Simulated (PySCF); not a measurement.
The calculation's input:

```
{"job": {"kind": "nmr", "xc": "PBE0", "basis": "pcSseg-1"}, "charge": 0, "multiplicity": 1}
C     -1.085418    -0.288477    -0.839557
C     -0.201702     0.476538    -0.214574
F     -0.203854     1.805114    -0.321222
C      0.893825    -0.025045     0.691049
F      1.643909    -0.951384     0.059860
F      0.368836    -0.612573     1.786286
H     -1.035898    -1.371177    -0.720335
H     -1.859623     0.148115    -1.472166
H      1.540436     0.811754     1.008118
```

Launched as:

```sh
OMP_NUM_THREADS=1 python probes_run.py task.json out
```

Geometry: PBE0-D3(BJ)/def2-SVP.

Theory: PBE0/pcSseg-1, SCF density, gas phase, non-relativistic in PySCF 2.14.0.

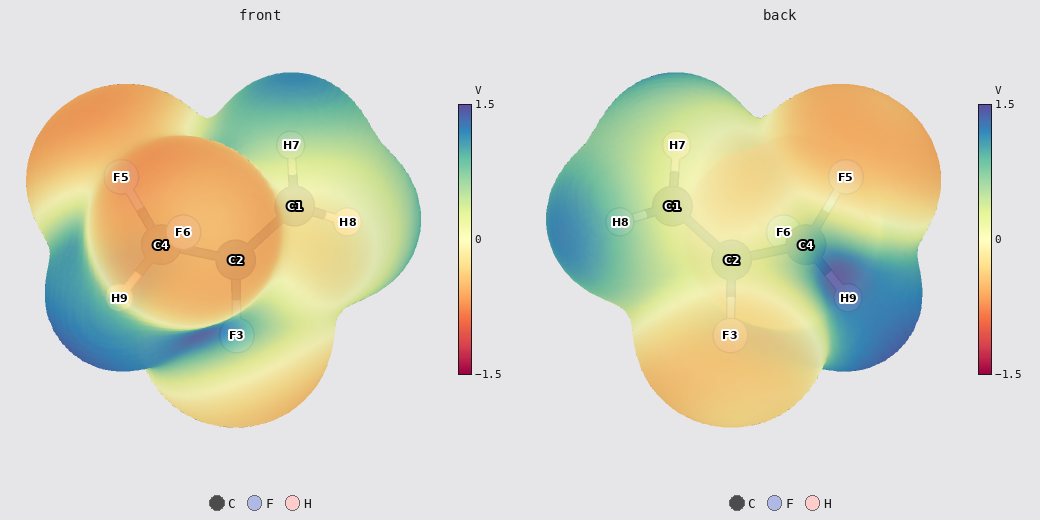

C3H3F3 (SMILES C=C(F)C(F)F). The electrostatic potential painted on the density surface at 0.002 e/bohr³, seen from the front and from behind; red is negative and blue positive.

Question: Describe the electrostatic potential map.

Answer: The most negative region (about −0.7 V, or −16 kcal/mol for a unit charge) lies over F5 and F6, the most positive (about +1.4 V, or +32 kcal/mol for a unit charge) over C2, C4 and H9.

Question: What dipole moment does the calculation give?

Answer: Its dipole moment is 0.76 D.
